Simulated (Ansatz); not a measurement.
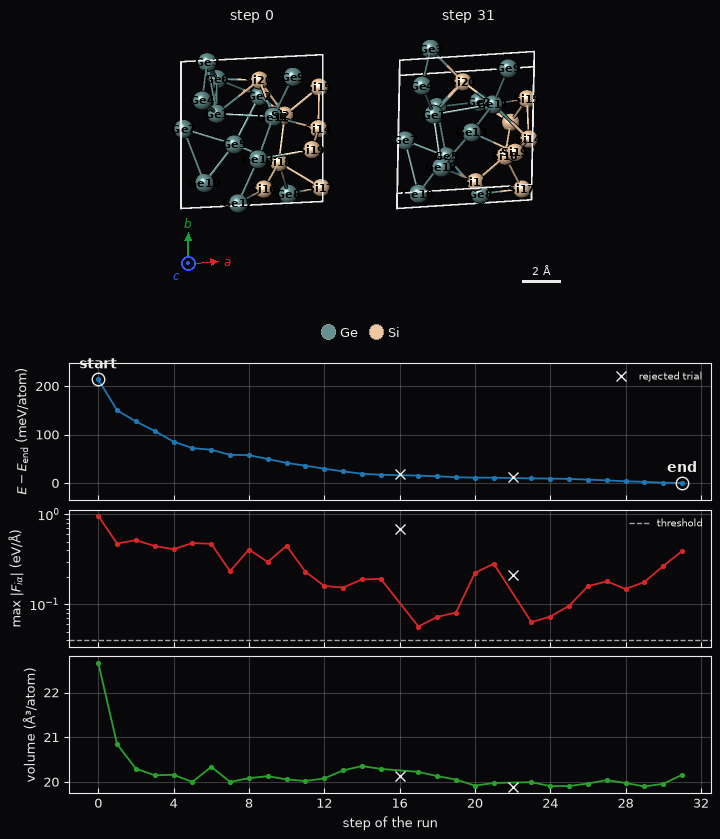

First and last geometry of a relaxation of an amorphous cell of composition Si₈Ge₁₃ (coarse preliminary run), with the history of the run. The picture is a ball-and-stick view of the cell of the calculation, seen along the c axis.

Case: the last frame of the dynamics.

Method: DFT PBE, scalar-relativistic, plane waves, PAW (Ansatz 0.2.0).

Input
```yaml
crystal:
  lattice:
    - [7.560165, 0.189652, -0.066185]
    - [0.189652, 7.81616, 0.119619]
    - [-0.066185, 0.119619, 8.062796]
  atoms:
    - { symbol: Ge, position: [0.2505990797, 0.6333522512, 0.5666015948] }
    - { symbol: Ge, position: [0.5527157672, 0.7401941879, 0.0144474837] }
    - { symbol: Ge, position: [0.1846412715, 0.9879323771, 0.5896279115] }
    - { symbol: Ge, position: [0.1492210562, 0.7285983483, 0.858934922] }
    - { symbol: Ge, position: [0.3754355683, 0.4187793672, 0.1205158194] }
    - { symbol: Ge, position: [0.2533644504, 0.8697662562, 0.238577886] }
    - { symbol: Ge, position: [0.0175849659, 0.5411303327, 0.1063044965] }
    - { symbol: Ge, position: [0.7555881312, 0.0644570403, 0.073023752] }
    - { symbol: Ge, position: [0.7891440843, 0.8592648939, 0.8089506452] }
    - { symbol: Ge, position: [0.1652696734, 0.1652255229, 0.0835103495] }
    - { symbol: Ge, position: [0.6506317011, 0.5940343864, 0.6657886991] }
    - { symbol: Ge, position: [0.4023749077, 0.0151335426, 0.8275279534] }
    - { symbol: Ge, position: [0.5433293833, 0.3093805248, 0.867264606] }
    - { symbol: Si, position: [0.968753612, 0.4970792309, 0.6074150162] }
    - { symbol: Si, position: [0.9739060413, 0.7803226055, 0.3852989618] }
    - { symbol: Si, position: [0.5843601429, 0.1040222459, 0.5536864464] }
    - { symbol: Si, position: [0.9868887725, 0.0951937343, 0.3417938434] }
    - { symbol: Si, position: [0.6902719982, 0.2802326926, 0.338602898] }
    - { symbol: Si, position: [0.9236193406, 0.3567311244, 0.8784477987] }
    - { symbol: Si, position: [0.5532783879, 0.848384912, 0.3860687582] }
    - { symbol: Si, position: [0.7318205309, 0.6002873018, 0.3113664561] }
  symmetry: { detect: false }
basis:
  ecutwfc: 420
kpoints:
  mp_grid: { grid: [2, 2, 2], shift: [0.5, 0.5, 0.5] }
hamiltonian:
  xc: pbe
scf:
  occupations: { method: gaussian, width: 0.1 }
  lower_state_search: "off"
output:
  forces: true
  stress: true
  eigenvalues: true
relax:
  adjacent_minimum: "off"
  f_tol: 0.04
  max_steps: 70
  cell: { stress_tol: 0.3 }
```

Command:
```bash
ansatz run input.yaml --threads 2 --pin off --max-ram 5120MiB --backend cpu --events-out ev --progress --plain --runs-dir out
```

Did the run converge, and what did it change?

The run was cut off at its time limit before the relaxation converged, so the last structure is only a point on the way. The largest move relative to the cell is that of Ge12, 1.40 Å roughly along [−1 3 −1]. By element the largest moves are Ge 1.40 Å, Si 1.14 Å. The drawn cell changes as follows: a 7.563 → 7.177 Å (−5.1 %), b 7.819 → 7.162 Å (−8.4 %), c 8.064 → 8.510 Å (+5.5 %), α 88.3° → 76.3°, β 91.0° → 90.3°, γ 87.2° → 85.3°; the volume changes by −11.1 %. Among the contacts that change: Ge3–Ge5 5.257 → 2.714 Å, Ge12–Si14 5.128 → 2.820 Å, Ge1–Ge12 5.280 → 3.007 Å, Si20–Si21 2.406 → 3.946 Å. New bonds form: Ge3–Ge5 (5.26 → 2.71 Å), Ge8–Si20 (3.42 → 2.58 Å), Si14–Si18 (3.53 → 2.38 Å). Bonds break: Ge2–Ge12 (2.77 → 3.82 Å), Si20–Si21 (2.41 → 3.95 Å). Among the angles between lasting bonds that change: Ge6–Si20–Si16 109.0° → 163.6°, Ge3–Si17–Si18 129.4° → 77.9°, Ge7–Si21–Si15 69.4° → 117.4°. The energy falls by 214 meV per atom in 29 accepted moves (31 points after the start). The largest force component goes from 0.96 to 0.39 eV/Å. The pressure goes from −2.96 to −0.29 GPa. The line search rejected the trial steps at points 16, 22 of the run.

```json
{"step": "0", "E − E(0), meV/atom": "0.00", "largest force component, eV/Å": "0.9639", "pressure, GPa": "-2.96", "volume, Å³/atom": "22.667", "note": ""}
{"step": "1", "E − E(0), meV/atom": "-63.72", "largest force component, eV/Å": "0.4751", "pressure, GPa": "-0.06", "volume, Å³/atom": "20.845", "note": ""}
{"step": "2", "E − E(0), meV/atom": "-86.58", "largest force component, eV/Å": "0.5179", "pressure, GPa": "0.77", "volume, Å³/atom": "20.296", "note": ""}
{"step": "3", "E − E(0), meV/atom": "-106.51", "largest force component, eV/Å": "0.4454", "pressure, GPa": "0.58", "volume, Å³/atom": "20.148", "note": ""}
{"step": "4", "E − E(0), meV/atom": "-128.33", "largest force component, eV/Å": "0.4107", "pressure, GPa": "-0.11", "volume, Å³/atom": "20.158", "note": ""}
{"step": "5", "E − E(0), meV/atom": "-141.70", "largest force component, eV/Å": "0.4811", "pressure, GPa": "-0.01", "volume, Å³/atom": "19.997", "note": ""}
{"step": "6", "E − E(0), meV/atom": "-145.09", "largest force component, eV/Å": "0.4718", "pressure, GPa": "-0.89", "volume, Å³/atom": "20.338", "note": ""}
{"step": "7", "E − E(0), meV/atom": "-155.60", "largest force component, eV/Å": "0.2337", "pressure, GPa": "0.00", "volume, Å³/atom": "19.999", "note": ""}
{"step": "8", "E − E(0), meV/atom": "-156.14", "largest force component, eV/Å": "0.4077", "pressure, GPa": "-0.04", "volume, Å³/atom": "20.084", "note": ""}
{"step": "9", "E − E(0), meV/atom": "-164.29", "largest force component, eV/Å": "0.2966", "pressure, GPa": "-0.27", "volume, Å³/atom": "20.128", "note": ""}
{"step": "10", "E − E(0), meV/atom": "-172.24", "largest force component, eV/Å": "0.4483", "pressure, GPa": "-0.06", "volume, Å³/atom": "20.054", "note": ""}
{"step": "11", "E − E(0), meV/atom": "-177.90", "largest force component, eV/Å": "0.2314", "pressure, GPa": "0.18", "volume, Å³/atom": "20.019", "note": ""}
{"step": "12", "E − E(0), meV/atom": "-184.08", "largest force component, eV/Å": "0.1606", "pressure, GPa": "0.21", "volume, Å³/atom": "20.078", "note": ""}
{"step": "13", "E − E(0), meV/atom": "-189.66", "largest force component, eV/Å": "0.1539", "pressure, GPa": "0.01", "volume, Å³/atom": "20.257", "note": ""}
{"step": "14", "E − E(0), meV/atom": "-194.49", "largest force component, eV/Å": "0.1895", "pressure, GPa": "-0.06", "volume, Å³/atom": "20.353", "note": ""}
{"step": "16", "E − E(0), meV/atom": "-195.99", "largest force component, eV/Å": "0.6806", "pressure, GPa": "0.15", "volume, Å³/atom": "20.137", "note": "rejected"}
{"step": "17", "E − E(0), meV/atom": "-198.40", "largest force component, eV/Å": "0.0569", "pressure, GPa": "-0.03", "volume, Å³/atom": "20.223", "note": ""}
{"step": "18", "E − E(0), meV/atom": "-199.85", "largest force component, eV/Å": "0.0727", "pressure, GPa": "0.03", "volume, Å³/atom": "20.129", "note": ""}
{"step": "19", "E − E(0), meV/atom": "-201.74", "largest force component, eV/Å": "0.0814", "pressure, GPa": "-0.03", "volume, Å³/atom": "20.051", "note": ""}
{"step": "20", "E − E(0), meV/atom": "-202.59", "largest force component, eV/Å": "0.2239", "pressure, GPa": "0.15", "volume, Å³/atom": "19.916", "note": ""}
{"step": "21", "E − E(0), meV/atom": "-202.69", "largest force component, eV/Å": "0.2834", "pressure, GPa": "-0.08", "volume, Å³/atom": "19.975", "note": ""}
{"step": "22", "E − E(0), meV/atom": "-201.09", "largest force component, eV/Å": "0.2147", "pressure, GPa": "0.24", "volume, Å³/atom": "19.883", "note": "rejected"}
{"step": "23", "E − E(0), meV/atom": "-204.13", "largest force component, eV/Å": "0.0635", "pressure, GPa": "-0.11", "volume, Å³/atom": "19.993", "note": ""}
{"step": "24", "E − E(0), meV/atom": "-204.54", "largest force component, eV/Å": "0.0733", "pressure, GPa": "0.15", "volume, Å³/atom": "19.906", "note": ""}
{"step": "25", "E − E(0), meV/atom": "-205.27", "largest force component, eV/Å": "0.0966", "pressure, GPa": "0.17", "volume, Å³/atom": "19.908", "note": ""}
{"step": "27", "E − E(0), meV/atom": "-208.23", "largest force component, eV/Å": "0.1809", "pressure, GPa": "-0.14", "volume, Å³/atom": "20.040", "note": ""}
{"step": "28", "E − E(0), meV/atom": "-210.11", "largest force component, eV/Å": "0.1483", "pressure, GPa": "0.04", "volume, Å³/atom": "19.975", "note": ""}
{"step": "29", "E − E(0), meV/atom": "-211.20", "largest force component, eV/Å": "0.1776", "pressure, GPa": "0.21", "volume, Å³/atom": "19.898", "note": ""}
{"step": "30", "E − E(0), meV/atom": "-213.04", "largest force component, eV/Å": "0.2673", "pressure, GPa": "0.15", "volume, Å³/atom": "19.957", "note": ""}
{"step": "31", "E − E(0), meV/atom": "-213.84", "largest force component, eV/Å": "0.3923", "pressure, GPa": "-0.29", "volume, Å³/atom": "20.158", "note": ""}
```

Limits of the set-up: the periodic images lie only 7.6 Å apart, so the values are limited by the cell's size.
